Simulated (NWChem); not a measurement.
**BSiH4F (SMILES FB[SiH3]): levels of theory compared**

We compute a comparison of 5 runs (TDA-PBE/LANL2DZ, TDA-PBE/MINI, TDA-PBE/jorge-DZP, TDA-PBE/SBKJC-VDZ, TDA-PBE/DGauss-DZVP) of BSiH4F. 

The calculation is run with NWChem 7.3.0.

### 1 The molecule

BSiH4F: 7 atoms, total charge 0, spin state singlet. As SMILES, `FB[SiH3]`. The shape is that of a PBE0-D4/def2-TZVP optimisation.

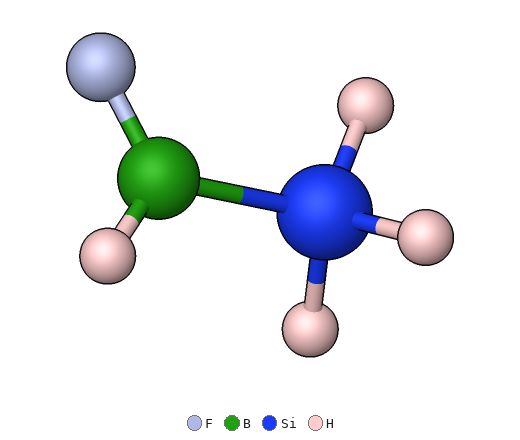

The structure, seen from a chosen angle (fluorine light blue, boron green, silicon blue, hydrogen pink).

### 2 The excited states at TDA-PBE/LANL2DZ (core potential) (run 1)

calc.nw

```
start calc
memory total 2200 mb
charge 0

geometry units angstrom noautosym nocenter noautoz
 F    -1.379400   -1.601500    0.571800
 B    -0.186700   -1.168700    0.204000
 Si    0.146300    0.805600   -0.161100
 H     0.673400   -2.004900    0.107300
 H     0.733100    0.954500   -1.522300
 H     1.152900    1.303800    0.818800
 H    -1.078400    1.642900   -0.064200
end

basis spherical bse
 * library LANL2DZ
end

ecp bse
 Si library LANL2DZ
end

dft
 xc xpbe96 cpbe96
 grid fine
 convergence energy 1e-08
 iterations 100
 mulliken
 print low
end

tddft
 cis
 nroots 4
 notriplet
end

task tddft
```

Launch:

```
$ nwchem calc.nw > calc.out
```

What it wrote:

```text
[...]
 d= 0,ls=0.0,diis     1   -130.7749212879 -1.78D+02  4.30D-02  4.42D-01     0.3
[...]
 d= 0,ls=0.0,diis     8   -130.8405507873  8.46D-09  6.94D-06  1.73D-07     1.6
         Total DFT energy =     -130.840550787294
      One electron energy =     -272.943257919228
           Coulomb energy =      112.227603607598
    Exchange-Corr. energy =      -16.957738535036
 Nuclear repulsion energy =       46.832842059373
[...]
         Spin multiplicity :       1
[...]
              XC Information
              --------------
   PerdewBurkeErnzerhof Exchange Functional   1.00
     Perdew 1991 LDA Correlation Functional   1.00 local
    PerdewBurkeErnz. Correlation Functional   1.00 non-local
[...]
         Wavefunction type : Restricted singlets
          No. of electrons :      22
[...]
  Root   1 singlet a              0.168102203 a.u.                4.5743 eV
[...]
     Dipole Oscillator Strength                    0.0056570977
[...]
     Total Oscillator Strength                     0.0056588875
[...]
  Root   2 singlet a              0.224544935 a.u.                6.1102 eV
[...]
  Root   3 singlet a              0.240466173 a.u.                6.5434 eV
[...]
     Dipole Oscillator Strength                    0.0793137644
[...]
     Total Oscillator Strength                     0.0793138068
[...]
  Root   4 singlet a              0.286756454 a.u.                7.8030 eV
[...]
     Dipole Oscillator Strength                    0.0334893948
[...]
     Total Oscillator Strength                     0.0334898959
[...]
```

Wall time 5.4 s (1 thread of AMD EPYC 9R45 (Zen 5), shared host); peak memory 0.12 GiB.

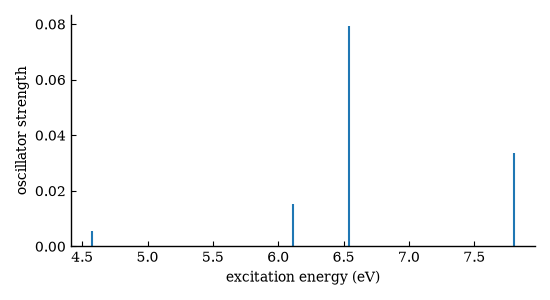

Vertical excitations as sticks.

The roots found:

| excited state | energy (eV) | strength | label |
| --- | --- | --- | --- |
| 1 | 4.574 | 0.0057 | singlet a |
| 2 | 6.110 | 0.0153 | singlet a |
| 3 | 6.543 | 0.0793 | singlet a |
| 4 | 7.803 | 0.0335 | singlet a |

### 3 The vertical excitations at TDA-PBE/MINI (run 2)

bfh4si.nw

```
start bfh4si
title "BFH4Si PBE"
memory 2200 mb

geometry noautosym nocenter noautoz
F       -1.379400      -1.601500       0.571800
B       -0.186700      -1.168700       0.204000
Si       0.146300       0.805600      -0.161100
H        0.673400      -2.004900       0.107300
H        0.733100       0.954500      -1.522300
H        1.152900       1.303800       0.818800
H       -1.078400       1.642900      -0.064200
end

basis "ao basis" spherical bse
* library MINI
end

dft
xc xpbe96 cpbe96
grid fine
convergence energy 1e-08
maxiter 100
mulliken
print low
end

tddft
cis
nroots 4
notriplet
end

task tddft energy
```

Launch:

```
$ nwchem bfh4si.nw > bfh4si.out
```

What it wrote:

```text
[...]
 d= 0,ls=0.0,diis     1   -413.7161162470 -5.02D+02  9.82D-02  3.60D-01     0.2
[...]
 d= 0,ls=0.0,diis     8   -413.7931680701  5.99D-10  5.16D-06  7.82D-09     1.1
         Total DFT energy =     -413.793168070068
      One electron energy =     -745.225429134042
           Coulomb energy =      279.046400804756
    Exchange-Corr. energy =      -36.136686833728
 Nuclear repulsion energy =       88.522547092946
[...]
         Spin multiplicity :       1
[...]
              XC Information
              --------------
   PerdewBurkeErnzerhof Exchange Functional   1.00
     Perdew 1991 LDA Correlation Functional   1.00 local
    PerdewBurkeErnz. Correlation Functional   1.00 non-local
[...]
         Wavefunction type : Restricted singlets
          No. of electrons :      32
[...]
  Root   1 singlet a              0.165455946 a.u.                4.5023 eV
[...]
     Dipole Oscillator Strength                    0.0042331508
[...]
     Total Oscillator Strength                     0.0042352256
[...]
  Root   2 singlet a              0.227712640 a.u.                6.1964 eV
[...]
  Root   3 singlet a              0.240626874 a.u.                6.5478 eV
[...]
     Dipole Oscillator Strength                    0.0731399721
[...]
     Total Oscillator Strength                     0.0731400083
[...]
  Root   4 singlet a              0.294081245 a.u.                8.0024 eV
[...]
     Dipole Oscillator Strength                    0.0353941078
[...]
     Total Oscillator Strength                     0.0353958697
[...]
```

Wall time 3.6 s (1 thread of AMD EPYC 9R45 (Zen 5), shared host); peak memory 0.12 GiB.

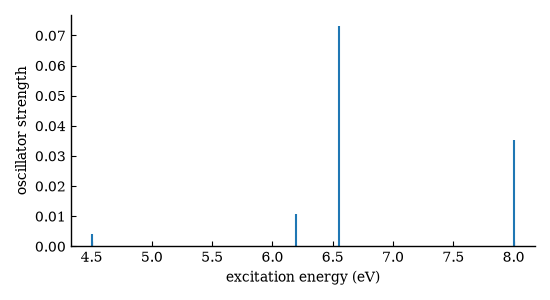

Vertical excitations as sticks.

The roots found:

```
excited state  energy (eV)  strength      label
            1        4.502    0.0042  singlet a
            2        6.196    0.0109  singlet a
            3        6.548    0.0731  singlet a
            4        8.002    0.0354  singlet a
```

Runs 3 to 4 aren't shown in full; the table further down has their settings and results.

### 4 The vertical excitations at TDA-PBE/DGauss-DZVP (run 5)

mol.nw

```
start mol
memory 2200 mb
charge 0

geometry units angstrom noautosym nocenter noautoz
  F       -1.379400      -1.601500       0.571800
  B       -0.186700      -1.168700       0.204000
  Si       0.146300       0.805600      -0.161100
  H        0.673400      -2.004900       0.107300
  H        0.733100       0.954500      -1.522300
  H        1.152900       1.303800       0.818800
  H       -1.078400       1.642900      -0.064200
end

basis spherical bse
  F library DGauss-DZVP
  B library DGauss-DZVP
  Si library DGauss-DZVP
  H library DGauss-DZVP
end

dft
  xc xpbe96 cpbe96
  mult 1
  grid fine
  convergence energy 1e-08
  maxiter 100
  mulliken
  noprint "final vectors analysis"
end

tddft
  cis
  nroots 4
  notriplet
end

task tddft energy
```

Launch:

```
$ nwchem mol.nw > mol.out
```

What it wrote:

```text
[...]
          Wavefunction type:  closed shell.
          No. of atoms     :     7
          No. of electrons :    32
[...]
          Charge           :     0
          Spin multiplicity:     1
[...]
          AO basis - number of functions:    54
[...]
              XC Information
              --------------
          PerdewBurkeErnzerhof Exchange Functional  1.000
            Perdew 1991 LDA Correlation Functional  1.000 local
           PerdewBurkeErnz. Correlation Functional  1.000 non-local
[...]
 d= 0,ls=0.0,diis     1   -416.2322318594 -5.05D+02  2.26D-02  4.66D-01     0.6
[...]
 d= 0,ls=0.0,diis    10   -416.2915407436 -3.58D-09  2.04D-07  1.33D-10     3.8
         Total DFT energy =     -416.291540743565
      One electron energy =     -751.673965995376
           Coulomb energy =      283.351357021670
    Exchange-Corr. energy =      -36.491478862806
 Nuclear repulsion energy =       88.522547092946
[...]
  Root   1 singlet a              0.166923545 a.u.                4.5422 eV
[...]
     Dipole Oscillator Strength                    0.0062170948
[...]
     Total Oscillator Strength                     0.0062187271
[...]
  Root   2 singlet a              0.220829025 a.u.                6.0091 eV
[...]
  Root   3 singlet a              0.235718761 a.u.                6.4142 eV
[...]
     Dipole Oscillator Strength                    0.0568688069
[...]
     Total Oscillator Strength                     0.0568688677
[...]
  Root   4 singlet a              0.269034556 a.u.                7.3208 eV
[...]
     Dipole Oscillator Strength                    0.0456204629
[...]
     Total Oscillator Strength                     0.0456209666
[...]
```

Wall time 12 s (1 thread of AMD EPYC 9R45 (Zen 5), shared host); peak memory 0.12 GiB.

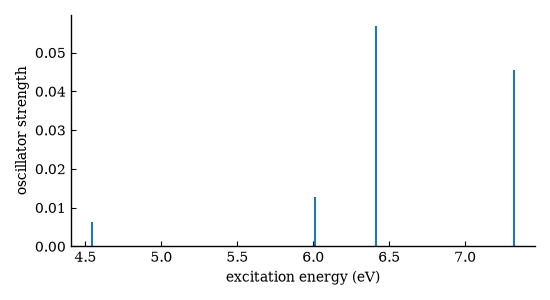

Vertical excitations as sticks.

The roots found:

```
excited state  energy (eV)  strength      label
            1        4.542    0.0062  singlet a
            2        6.009    0.0127  singlet a
            3        6.414    0.0569  singlet a
            4        7.321    0.0456  singlet a
```

### 5 All runs side by side

```
run                               level  core potential  energy (Eh)  lowest excitation energy (eV)  wall time
  1    TDA-PBE/LANL2DZ (core potential)         LANL2DZ  -130.840551                           4.57      5.4 s
  2                        TDA-PBE/MINI               –  -413.793168                           4.50      3.6 s
  3                   TDA-PBE/jorge-DZP               –  -416.331836                           4.49       17 s
  4  TDA-PBE/SBKJC-VDZ (core potential)       SBKJC-VDZ   -33.170035                           4.61      5.1 s
  5                 TDA-PBE/DGauss-DZVP               –  -416.291541                           4.54       12 s
```

### 6 Results

```
                                                      quantity          value
                      run 5: ground-state or mean-field energy  -416.29154 Eh
run 5: dipole moment (of the density that the program reports)         0.53 D
                       run 5: lowest singlet excitation energy        4.54 eV
```

**Reading.** Some runs of one species differ in core potentials or relativity; totals across that change don't compare. In run 2 the basis is minimal, so the values are rough. All runs together took 42 s, the longest 17 s.
